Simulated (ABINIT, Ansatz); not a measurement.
# SiTe2 (P-3m1): from the cell to the phonon bands, part 3 of 4

How does SiTe2 (P-3m1) vibrate, and is this structure a minimum?

ABINIT 10.8.3; DFT LDA, scalar-relativistic, plane waves, HGH norm-conserving pseudopotentials.

So far. Step 2 (Relaxation): The volume changes by +0.2 % from the cell with which this run began. Step 4 (Zone-centre response): The acoustic modes at Γ come out as far as 0.5 cm⁻¹ from zero, where they should vanish, a small numerical error.

### Step 5. Modes with the sum rule

anaddb reads the merged derivatives and imposes the acoustic sum rule.

Input file anaddb.abi:

```
ddb_filepath "gamma_DDB"
output_file "anaddb.abo"
outdata_prefix "anaddb"
asr 1
chneut 1
enunit 2
eivec 1
nph1l 1
qph1l 0.0 0.0 0.0 1.0
```

Input file mrgddb.in:

```
gamma_DDB
merged
2
dfpt_gammao_DDB
gso_DDB
```

Started as:

```
> mrgddb < mrgddb.in > mrgddb.log
> OMP_NUM_THREADS=1 anaddb anaddb.abi > anaddb.log
```

Numbers of over 12 decimals in the logs are rounded to 6 here.

anaddb.abo, the main output file:

```text
-outvars_anaddb: echo values of input variables ----------------------

 Miscellaneous information :
      enunit         2
       eivec         1
         asr         1
 First list of wavevector (reduced coord.) :
       nph1l         1
       qph1l
                     0.00000000E+00  0.00000000E+00  0.00000000E+00    1.000E+00

================================================================================

 read the DDB information and perform some checks

  ==== Info on the Cryst% object ====
 Real(R)+Recip(G) space primitive vectors, cartesian coordinates (Bohr,Bohr^-1):
 R(1)=  7.0280378  0.0000000  0.0000000  G(1)=  0.1422872  0.0821496  0.0000000
 R(2)= -3.5140189  6.0864593  0.0000000  G(2)=  0.0000000  0.1642991  0.0000000
 R(3)=  0.0000000  0.0000000 30.8025358  G(3)=  0.0000000  0.0000000  0.0324649
 Unit cell volume ucvol=  1.3176051E+03 bohr^3
 Angles (23,13,12)=  9.00000000E+01  9.00000000E+01  1.20000000E+02 degrees
 Time-reversal symmetry is present
 Reduced atomic positions [iatom, xred, symbol]:
    1)    0.0000000  0.0000000  0.5000000  Si
    2)    0.3333333  0.6666667  0.5986474  Te
    3)    0.6666667  0.3333333  0.4013526  Te

 DDB file with 3 blocks has been read.

================================================================================

 Treat the first list of vectors

  Phonon wavevector (reduced coordinates) :  0.00000  0.00000  0.00000
 Phonon energies in Hartree :
   0.000000E+00  0.000000E+00  0.000000E+00  3.836653E-04  3.836653E-04
   6.727395E-04  9.793582E-04  9.793582E-04  1.432818E-03
 Phonon energies in meV     :
-  0.000000E+00  0.000000E+00  0.000000E+00  1.044007E+01  1.044007E+01
-  1.830617E+01  2.664969E+01  2.664969E+01  3.898896E+01
 Phonon frequencies in cm-1    :
-  0.000000E+00  0.000000E+00  0.000000E+00  8.420481E+01  8.420481E+01
-  1.476493E+02  2.149443E+02  2.149443E+02  3.144672E+02
 Phonon frequencies in Thz     :
-  0.000000E+00  0.000000E+00  0.000000E+00  2.524397E+00  2.524397E+00
-  4.426413E+00  6.443867E+00  6.443867E+00  9.427489E+00
 Phonon energies in Kelvin  :
-  0.000000E+00  0.000000E+00  0.000000E+00  1.211519E+02  1.211519E+02
-  2.124343E+02  3.092569E+02  3.092569E+02  4.524481E+02

 Eigendisplacements
 (will be given, for each mode : in cartesian coordinates
   for each atom the real part of the displacement vector,
   then the imaginary part of the displacement vector - absolute values smaller than 1.0d-7 are set to zero)
  Mode number    1   Energy    0.000000E+00
 Attention : low frequency mode.
   (Could be unstable or acoustic mode)
-  1  0.00000000E+00  0.00000000E+00  1.39157871E-03
-     0.00000000E+00  0.00000000E+00  0.00000000E+00
-  2  0.00000000E+00  0.00000000E+00  1.39157871E-03
-     0.00000000E+00  0.00000000E+00  0.00000000E+00
-  3  0.00000000E+00  0.00000000E+00  1.39157871E-03
-     0.00000000E+00  0.00000000E+00  0.00000000E+00
  Mode number    2   Energy    0.000000E+00
 Attention : low frequency mode.
   (Could be unstable or acoustic mode)
-  1  0.00000000E+00  1.39158010E-03  0.00000000E+00
-     0.00000000E+00  0.00000000E+00  0.00000000E+00
-  2  0.00000000E+00  1.39157856E-03  0.00000000E+00
-     0.00000000E+00  0.00000000E+00  0.00000000E+00
-  3  0.00000000E+00  1.39157856E-03  0.00000000E+00
-     0.00000000E+00  0.00000000E+00  0.00000000E+00
  Mode number    3   Energy    0.000000E+00
 Attention : low frequency mode.
   (Could be unstable or acoustic mode)
-  1  1.39158010E-03  0.00000000E+00  0.00000000E+00
-     0.00000000E+00  0.00000000E+00  0.00000000E+00
-  2  1.39157856E-03  0.00000000E+00  0.00000000E+00
-     0.00000000E+00  0.00000000E+00  0.00000000E+00
-  3  1.39157856E-03  0.00000000E+00  0.00000000E+00
-     0.00000000E+00  0.00000000E+00  0.00000000E+00
  Mode number    4   Energy    3.836653E-04
-  1  0.00000000E+00  0.00000000E+00  0.00000000E+00
-     0.00000000E+00  0.00000000E+00  0.00000000E+00
-  2  0.00000000E+00 -1.46615408E-03  0.00000000E+00
-     0.00000000E+00  0.00000000E+00  0.00000000E+00
-  3  0.00000000E+00  1.46615408E-03  0.00000000E+00
-     0.00000000E+00  0.00000000E+00  0.00000000E+00
  Mode number    5   Energy    3.836653E-04
-  1  0.00000000E+00  0.00000000E+00  0.00000000E+00
-     0.00000000E+00  0.00000000E+00  0.00000000E+00
-  2  1.46615408E-03  0.00000000E+00  0.00000000E+00
-     0.00000000E+00  0.00000000E+00  0.00000000E+00
-  3 -1.46615408E-03  0.00000000E+00  0.00000000E+00
-     0.00000000E+00  0.00000000E+00  0.00000000E+00
  Mode number    6   Energy    6.727395E-04
;  1  0.00000000E+00  0.00000000E+00  0.00000000E+00
;     0.00000000E+00  0.00000000E+00  0.00000000E+00
;  2  0.00000000E+00  0.00000000E+00  1.46615408E-03
;     0.00000000E+00  0.00000000E+00  0.00000000E+00
;  3  0.00000000E+00  0.00000000E+00 -1.46615408E-03
;     0.00000000E+00  0.00000000E+00  0.00000000E+00
  Mode number    7   Energy    9.793582E-04
-  1  0.00000000E+00 -4.19475870E-03  0.00000000E+00
-     0.00000000E+00  0.00000000E+00  0.00000000E+00
-  2  0.00000000E+00  4.61645870E-04  0.00000000E+00
-     0.00000000E+00  0.00000000E+00  0.00000000E+00
-  3  0.00000000E+00  4.61645870E-04  0.00000000E+00
-     0.00000000E+00  0.00000000E+00  0.00000000E+00
  Mode number    8   Energy    9.793582E-04
-  1  4.19475870E-03  0.00000000E+00  0.00000000E+00
-     0.00000000E+00  0.00000000E+00  0.00000000E+00
-  2 -4.61645870E-04  0.00000000E+00  0.00000000E+00
-     0.00000000E+00  0.00000000E+00  0.00000000E+00
-  3 -4.61645870E-04  0.00000000E+00  0.00000000E+00
-     0.00000000E+00  0.00000000E+00  0.00000000E+00
  Mode number    9   Energy    1.432818E-03
;  1  0.00000000E+00  0.00000000E+00  4.19475916E-03
;     0.00000000E+00  0.00000000E+00  0.00000000E+00
;  2  0.00000000E+00  0.00000000E+00 -4.61645410E-04
;     0.00000000E+00  0.00000000E+00  0.00000000E+00
;  3  0.00000000E+00  0.00000000E+00 -4.61645410E-04
;     0.00000000E+00  0.00000000E+00  0.00000000E+00

 Analysis of degeneracies and characters (maximum tolerance=1.00E-06 a.u.)
 For each vibration mode, or group of modes if degenerate,
 the characters are given for each symmetry operation (see the list in the log file).
 Symmetry characters of vibration mode #   1
       degenerate with vibration modes #   2 to    3
  3.0 -3.0  1.0 -1.0  0.0  0.0  1.0 -1.0  0.0 -0.0  1.0 -1.0
 Symmetry characters of vibration mode #   4
        degenerate with vibration mode #   5
  2.0  2.0 -0.0 -0.0 -1.0 -1.0 -0.0 -0.0 -1.0 -1.0  0.0  0.0
 Symmetry characters of vibration mode #   6
  1.0  1.0  1.0  1.0  1.0  1.0  1.0  1.0  1.0  1.0  1.0  1.0
 Symmetry characters of vibration mode #   7
        degenerate with vibration mode #   8
  2.0 -2.0  0.0 -0.0 -1.0  1.0 -0.0  0.0 -1.0  1.0  0.0 -0.0
 Symmetry characters of vibration mode #   9
  1.0 -1.0  1.0 -1.0  1.0 -1.0  1.0 -1.0  1.0 -1.0  1.0 -1.0
-
```

Wall time 0.49 s (1 thread of Arm Neoverse V2, shared host).

No LO-TO term; unit eigenvectors of the mass-weighted matrix, from anaddb's displacements. Modes at Γ, with each element's share of the kinetic energy:

```csv
mode,frequency (cm⁻¹),Si %,Te %
1,0.0,10,90
2,0.0,10,90
3,0.0,10,90
4,84.2,0,100
5,84.2,0,100
6,147.6,0,100
7,214.9,90,10
8,214.9,90,10
9,314.5,90,10
```

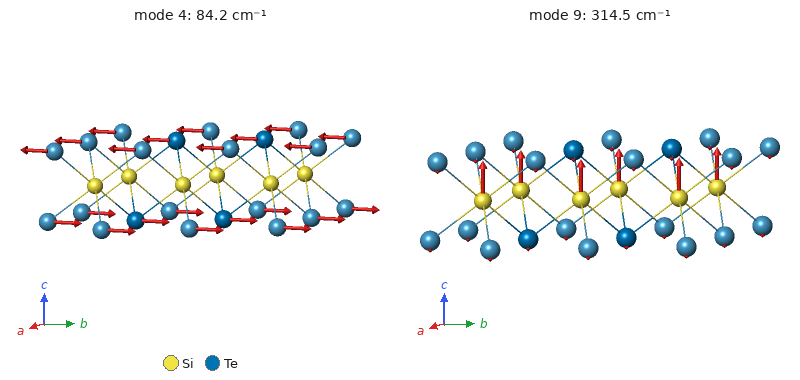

Displacement patterns of modes 4 and 9 at Γ; arrows are exaggerated. 1×2×1 cells are drawn. Some periodic images of atoms are drawn too.

The rule moves no optical mode by more than 0.1 cm⁻¹.

### Step 6. Sum rules set otherwise (asr 0)

Without the rule the raw error of the acoustic modes shows.

Edit anaddb.abi of step 5 so:

```diff
@@ -3,4 +3,4 @@
 outdata_prefix "anaddb"
-asr 1
-chneut 1
+asr 0
+chneut 0
 enunit 2
```

mrgddb.in is that of step 5.

anaddb.abo, the main output file:

```text
-outvars_anaddb: echo values of input variables ----------------------

 Miscellaneous information :
      enunit         2
       eivec         1
      chneut         0
 First list of wavevector (reduced coord.) :
       nph1l         1
       qph1l
                     0.00000000E+00  0.00000000E+00  0.00000000E+00    1.000E+00

================================================================================

 read the DDB information and perform some checks

  ==== Info on the Cryst% object ====
 Real(R)+Recip(G) space primitive vectors, cartesian coordinates (Bohr,Bohr^-1):
 R(1)=  7.0280378  0.0000000  0.0000000  G(1)=  0.1422872  0.0821496  0.0000000
 R(2)= -3.5140189  6.0864593  0.0000000  G(2)=  0.0000000  0.1642991  0.0000000
 R(3)=  0.0000000  0.0000000 30.8025358  G(3)=  0.0000000  0.0000000  0.0324649
 Unit cell volume ucvol=  1.3176051E+03 bohr^3
 Angles (23,13,12)=  9.00000000E+01  9.00000000E+01  1.20000000E+02 degrees
 Time-reversal symmetry is present
 Reduced atomic positions [iatom, xred, symbol]:
    1)    0.0000000  0.0000000  0.5000000  Si
    2)    0.3333333  0.6666667  0.5986474  Te
    3)    0.6666667  0.3333333  0.4013526  Te

 DDB file with 3 blocks has been read.

================================================================================

 Treat the first list of vectors

  Phonon wavevector (reduced coordinates) :  0.00000  0.00000  0.00000
 Phonon energies in Hartree :
   9.003570E-07  9.003616E-07  2.463660E-06  3.836652E-04  3.836652E-04
   6.727441E-04  9.793624E-04  9.793624E-04  1.432820E-03
 Phonon energies in meV     :
-  2.449996E-02  2.450009E-02  6.703961E-02  1.044006E+01  1.044006E+01
-  1.830630E+01  2.664981E+01  2.664981E+01  3.898901E+01
 Phonon frequencies in cm-1    :
-  1.976055E-01  1.976065E-01  5.407110E-01  8.420478E+01  8.420478E+01
-  1.476503E+02  2.149452E+02  2.149452E+02  3.144676E+02
 Phonon frequencies in Thz     :
-  5.924065E-03  5.924095E-03  1.621011E-02  2.524396E+00  2.524396E+00
-  4.426443E+00  6.443895E+00  6.443895E+00  9.427502E+00
 Phonon energies in Kelvin  :
-  2.843103E-01  2.843117E-01  7.779624E-01  1.211519E+02  1.211519E+02
-  2.124358E+02  3.092582E+02  3.092582E+02  4.524487E+02

 Eigendisplacements
 (will be given, for each mode : in cartesian coordinates
   for each atom the real part of the displacement vector,
   then the imaginary part of the displacement vector - absolute values smaller than 1.0d-7 are set to zero)
  Mode number    1   Energy    9.003570E-07
 Attention : low frequency mode.
   (Could be unstable or acoustic mode)
-  1  0.00000000E+00  1.39156794E-03  0.00000000E+00
-     0.00000000E+00  0.00000000E+00  0.00000000E+00
-  2  0.00000000E+00  1.39157990E-03  0.00000000E+00
-     0.00000000E+00  0.00000000E+00  0.00000000E+00
-  3  0.00000000E+00  1.39157990E-03  0.00000000E+00
-     0.00000000E+00  0.00000000E+00  0.00000000E+00
  Mode number    2   Energy    9.003616E-07
 Attention : low frequency mode.
   (Could be unstable or acoustic mode)
-  1  1.39156794E-03  0.00000000E+00  0.00000000E+00
-     0.00000000E+00  0.00000000E+00  0.00000000E+00
-  2  1.39157990E-03  0.00000000E+00  0.00000000E+00
-     0.00000000E+00  0.00000000E+00  0.00000000E+00
-  3  1.39157990E-03  0.00000000E+00  0.00000000E+00
-     0.00000000E+00  0.00000000E+00  0.00000000E+00
  Mode number    3   Energy    2.463660E-06
 Attention : low frequency mode.
   (Could be unstable or acoustic mode)
;  1  0.00000000E+00  0.00000000E+00  1.39157918E-03
;     0.00000000E+00  0.00000000E+00  0.00000000E+00
;  2  0.00000000E+00  0.00000000E+00  1.39157866E-03
;     0.00000000E+00  0.00000000E+00  0.00000000E+00
;  3  0.00000000E+00  0.00000000E+00  1.39157866E-03
;     0.00000000E+00  0.00000000E+00  0.00000000E+00
  Mode number    4   Energy    3.836652E-04
-  1  0.00000000E+00  0.00000000E+00  0.00000000E+00
-     0.00000000E+00  0.00000000E+00  0.00000000E+00
-  2  0.00000000E+00  1.46615408E-03  0.00000000E+00
-     0.00000000E+00  0.00000000E+00  0.00000000E+00
-  3  0.00000000E+00 -1.46615408E-03  0.00000000E+00
-     0.00000000E+00  0.00000000E+00  0.00000000E+00
  Mode number    5   Energy    3.836652E-04
-  1  0.00000000E+00  0.00000000E+00  0.00000000E+00
-     0.00000000E+00  0.00000000E+00  0.00000000E+00
-  2  1.46615408E-03  0.00000000E+00  0.00000000E+00
-     0.00000000E+00  0.00000000E+00  0.00000000E+00
-  3 -1.46615408E-03  0.00000000E+00  0.00000000E+00
-     0.00000000E+00  0.00000000E+00  0.00000000E+00
  Mode number    6   Energy    6.727441E-04
;  1  0.00000000E+00  0.00000000E+00  0.00000000E+00
;     0.00000000E+00  0.00000000E+00  0.00000000E+00
;  2  0.00000000E+00  0.00000000E+00  1.46615408E-03
;     0.00000000E+00  0.00000000E+00  0.00000000E+00
;  3  0.00000000E+00  0.00000000E+00 -1.46615408E-03
;     0.00000000E+00  0.00000000E+00  0.00000000E+00
  Mode number    7   Energy    9.793624E-04
-  1  0.00000000E+00 -4.19476274E-03  0.00000000E+00
-     0.00000000E+00  0.00000000E+00  0.00000000E+00
-  2  0.00000000E+00  4.61641834E-04  0.00000000E+00
-     0.00000000E+00  0.00000000E+00  0.00000000E+00
-  3  0.00000000E+00  4.61641834E-04  0.00000000E+00
-     0.00000000E+00  0.00000000E+00  0.00000000E+00
  Mode number    8   Energy    9.793624E-04
-  1  4.19476274E-03  0.00000000E+00  0.00000000E+00
-     0.00000000E+00  0.00000000E+00  0.00000000E+00
-  2 -4.61641834E-04  0.00000000E+00  0.00000000E+00
-     0.00000000E+00  0.00000000E+00  0.00000000E+00
-  3 -4.61641834E-04  0.00000000E+00  0.00000000E+00
-     0.00000000E+00  0.00000000E+00  0.00000000E+00
  Mode number    9   Energy    1.432820E-03
;  1  0.00000000E+00  0.00000000E+00  4.19475901E-03
;     0.00000000E+00  0.00000000E+00  0.00000000E+00
;  2  0.00000000E+00  0.00000000E+00 -4.61645566E-04
;     0.00000000E+00  0.00000000E+00  0.00000000E+00
;  3  0.00000000E+00  0.00000000E+00 -4.61645566E-04
;     0.00000000E+00  0.00000000E+00  0.00000000E+00

 Analysis of degeneracies and characters (maximum tolerance=1.00E-06 a.u.)
 For each vibration mode, or group of modes if degenerate,
 the characters are given for each symmetry operation (see the list in the log file).
 Symmetry characters of vibration mode #   1
        degenerate with vibration mode #   2
  2.0 -2.0  0.0 -0.0 -1.0  1.0  0.0  0.0 -1.0  1.0  0.0 -0.0
 Symmetry characters of vibration mode #   3
  1.0 -1.0  1.0 -1.0  1.0 -1.0  1.0 -1.0  1.0 -1.0  1.0 -1.0
 Symmetry characters of vibration mode #   4
        degenerate with vibration mode #   5
  2.0  2.0 -0.0 -0.0 -1.0 -1.0  0.0  0.0 -1.0 -1.0 -0.0 -0.0
 Symmetry characters of vibration mode #   6
  1.0  1.0  1.0  1.0  1.0  1.0  1.0  1.0  1.0  1.0  1.0  1.0
 Symmetry characters of vibration mode #   7
        degenerate with vibration mode #   8
  2.0 -2.0 -0.0  0.0 -1.0  1.0 -0.0  0.0 -1.0  1.0  0.0 -0.0
 Symmetry characters of vibration mode #   9
  1.0 -1.0  1.0 -1.0  1.0 -1.0  1.0 -1.0  1.0 -1.0  1.0 -1.0
-
```

Wall time 0.48 s (1 thread).

Zone-centre frequencies as printed; negative means imaginary. Modes:

```csv
mode,frequency (cm⁻¹)
1,0.2
2,0.2
3,0.54
4,84.2
5,84.2
6,147.7
7,214.9
8,214.9
9,314.5
```

### Step 7. Linear response on the mesh

Linear response treats each wavevector in the unit cell, with no supercell; the 3×3×1 mesh fixes the range of the force constants to be had.

Input file dfpt_q.abi:

```
ndtset 2

# wavevectors
qpt1 0.3333333333 0.0 0.0
qpt2 0.3333333333 0.3333333333 0.0

# displacements
getwfk_filepath "gso_WFK"
getwfq_filepath "gso_WFK"
kptopt 3
nqpt 1
rfphon 1
rfatpol 1 3
rfdir 1 1 1
tolvrs 1.0d-10
prtwf 0

# basis, mesh and filling
ecut 20.0
ixc 7
ngkpt 9 9 1
nshiftk 1
shiftk 0.0 0.0 0.0
istwfk *1
occopt 7
tsmear 0.01
nband 14
nstep 100
diemac 1000000.0
prtebands 0
prtgsr 0
useylm 1

# cell and atoms
acell 7.028037792 7.028037792 30.80253583
rprim 
    1.0 0.0 0.0
    -0.5 0.8660254038 0.0
    0.0 0.0 1.0
ntypat 2
znucl 14 52
natom 3
typat 1 2 2
xred 
    0.0 0.0 0.5
    1/3 2/3 0.5986474246
    2/3 1/3 0.4013525754
pp_dirpath "./pseudo"
pseudos "Si.hgh, Te.hgh"
```

Started as:

```
> OMP_NUM_THREADS=1 mpirun -n 4 abinit dfpt_q.abi > dfpt_q.log
```

dfpt_q.abo, the main output file:

```text
[banners, grids, parts of the stress and lines that vanish by symmetry left out]
- input  file    -> dfpt_q.abi
- output file    -> dfpt_q.abo
- root for input  files -> dfpt_qi
[...]
DATASET    1 : space group P-3 m 1 (#164); Bravais hP (primitive hexag.)
[...]
nfft =      115200          nkpt =          81
[...]
DATASET    2 : space group P-3 m 1 (#164); Bravais hP (primitive hexag.)
[...]
nfft =      115200          nkpt =          81
[...]
== DATASET  1 ==================================================================
[...]
cutoff_energies: {ecut:  20.0, pawecutdg:  -1.0, }
[...]
Exchange-correlation functional for the present dataset will be:
  LDA: Perdew-Wang 92 LSD fit to Ceperley-Alder data - ixc=7
[...]
Perturbation : displacement of atom   1   along direction   1
[...]
-ETOT  1   426.90116806030      3.397E+02 6.621E+00 3.344E+06
 ETOT  2   9.070105     -4.178E+02 1.982E+00 2.018E+04
 ETOT  3   5.401102     -3.669E+00 1.057E-01 1.477E+04
 ETOT  4   3.999160     -1.402E+00 2.804E-02 1.413E+03
 ETOT  5   3.910154     -8.901E-02 8.901E-03 3.821E+02
[...]
At SCF step   25       vres2   =  7.16E-11 < tolvrs=  1.00E-10 =>converged.
[...]
Perturbation : displacement of atom   1   along direction   2
[...]
-ETOT  1   19.220632752365     -5.201E+01 2.239E+00 3.084E+04
[...]
At SCF step   15       vres2   =  4.25E-11 < tolvrs=  1.00E-10 =>converged.
[...]
Perturbation : displacement of atom   1   along direction   3
[...]
-ETOT  1   2917.8555310575      1.373E+03 3.845E+01 1.453E+07
[...]
At SCF step   26       vres2   =  7.12E-11 < tolvrs=  1.00E-10 =>converged.
[...]
Perturbation : displacement of atom   2   along direction   1
[...]
-ETOT  1   921.72116625874      7.159E+02 5.289E+00 7.127E+06
[...]
At SCF step   30       vres2   =  2.79E-11 < tolvrs=  1.00E-10 =>converged.
[...]
Perturbation : displacement of atom   2   along direction   2
[...]
-ETOT  1   27.893964249394     -1.420E+02 8.830E-01 4.928E+04
[...]
Perturbation : displacement of atom   2   along direction   3
[...]
-ETOT  1   5461.7640194020      1.765E+03 4.200E+01 3.140E+07
[...]
Phonon wavevector (reduced coordinates) :  0.33333  0.00000  0.00000
 Phonon energies in Hartree :
[...]
Phonon frequencies in cm-1    :
-  4.538780E+01  5.208566E+01  8.288862E+01  9.050680E+01  1.161900E+02
-  1.279960E+02  2.302173E+02  2.503319E+02  2.998306E+02
[...]
== DATASET  2 ==================================================================
[...]
cutoff_energies: {ecut:  20.0, pawecutdg:  -1.0, }
[...]
Exchange-correlation functional for the present dataset will be:
  LDA: Perdew-Wang 92 LSD fit to Ceperley-Alder data - ixc=7
[...]
Perturbation : displacement of atom   1   along direction   1
[...]
-ETOT  1   114.22181051979      3.020E+01 5.295E+00 3.796E+05
[...]
Perturbation : displacement of atom   1   along direction   3
[...]
-ETOT  1   873.19790491499     -5.893E+02 6.609E+01 2.152E+06
[...]
Perturbation : displacement of atom   2   along direction   1
[...]
-ETOT  1   224.03587727313      2.539E+01 1.620E+00 7.370E+05
[...]
At SCF step   19       vres2   =  2.81E-11 < tolvrs=  1.00E-10 =>converged.
[...]
Perturbation : displacement of atom   2   along direction   3
[...]
-ETOT  1   1300.9138587117     -2.210E+03 4.103E+01 3.306E+06
[...]
ETOT 18   60.718716163608      1.228E-10 8.074E-11 1.990E-10
 ETOT 19   60.718716163459     -1.492E-10 7.598E-11 4.521E-11
 At SCF step   19       vres2   =  4.52E-11 < tolvrs=  1.00E-10 =>converged.
[...]
Phonon wavevector (reduced coordinates) :  0.33333  0.33333  0.00000
 Phonon energies in Hartree :
[...]
Phonon frequencies in cm-1    :
-  5.827287E+01  1.032560E+02  1.054008E+02  1.054008E+02  1.073090E+02
-  1.073090E+02  2.242950E+02  2.790120E+02  2.790120E+02
[...]
strten1     0.0000000000E+00  0.0000000000E+00  0.0000000000E+00
           strten2     0.0000000000E+00  0.0000000000E+00  0.0000000000E+00
================================================================================
```

Elapsed: 13 min, on 4 MPI ranks; 52 min of CPU time.

Read from the output:

* lowest mode on the q mesh (acoustic ones at the zone centre apart): 45.39 cm⁻¹

Frequencies (cm⁻¹) before the sum rule at the irreducible wavevectors but Γ, which is solved apart; negative means imaginary. Frequencies by wavevector:

```csv
q (fractions),star,mode 1,mode 2,mode 3,mode 4,mode 5,mode 6,mode 7,mode 8,mode 9
0.3333 0 0,6,45.39,52.09,82.89,90.51,116.2,128,230.2,250.3,299.8
0.3333 0.3333 0,2,58.27,103.3,105.4,105.4,107.3,107.3,224.3,279,279
```

(Part 3 of 4 ends here.)

[Host names and launcher messages were left out of these logs when they were recorded.]

[Logs are printed without paths, hosts, clocks, repeated set-up lines and the standing remarks that a program may print on its own settings, such as how far it seeks lower states.]

[Hosts, paths, dates, database ids (printed as entryN), source tags and the programs' standing remarks are cut or masked in the printed files.]
